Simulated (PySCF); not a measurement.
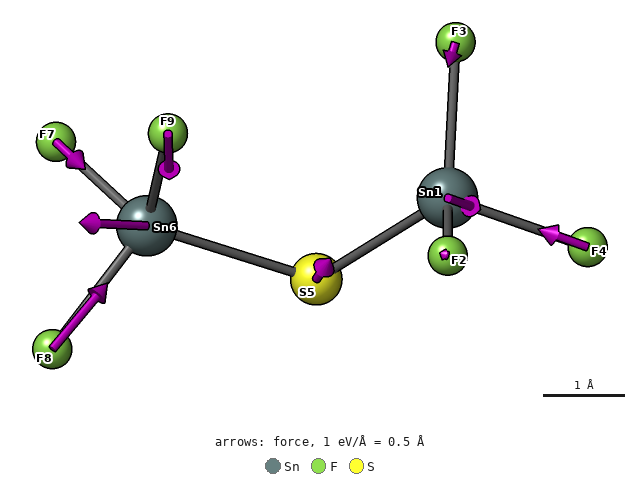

Starting geometry of Sn2SF6 with the computed forces as purple arrows. A ball-and-stick model, seen at a tilt.

The start comes from GFN2-xTB. Its atoms were then displaced at random by about 0.03 Å.

These are results of PBE0-D3(BJ)/def2-SVP geometry optimisation, gas phase in PySCF, not measurements. 

Is this structure relaxed? If not, where do the atoms go?

It isn't relaxed: the largest force vector, on F atoms, is 2.29 eV/Å. The final displacements have little in common with the starting forces (cosine between the two patterns 0.21). F9 moves most after the best rigid fit: 0.99 Å. By element the largest moves are F 0.99 Å, Sn 0.34 Å, S 0.19 Å. Some distances before and after: Sn1–F9 3.682 → 2.360 Å, Sn6–F8 2.017 → 1.905 Å, S5–Sn6 2.400 → 2.343 Å, Sn6–F7 1.959 → 1.905 Å. New bonds form: Sn1–F9 (3.68 → 2.36 Å). Bond angles that change, for instance: S5–Sn6–F9 111.5° → 90.4°, Sn1–S5–Sn6 101.4° → 88.9°, S5–Sn6–F7 113.4° → 122.0°. Over 14 geometry steps the energy falls by 0.652 eV. Cost: 7.6 min on 1 thread of Arm Neoverse N1, with other jobs on the host.
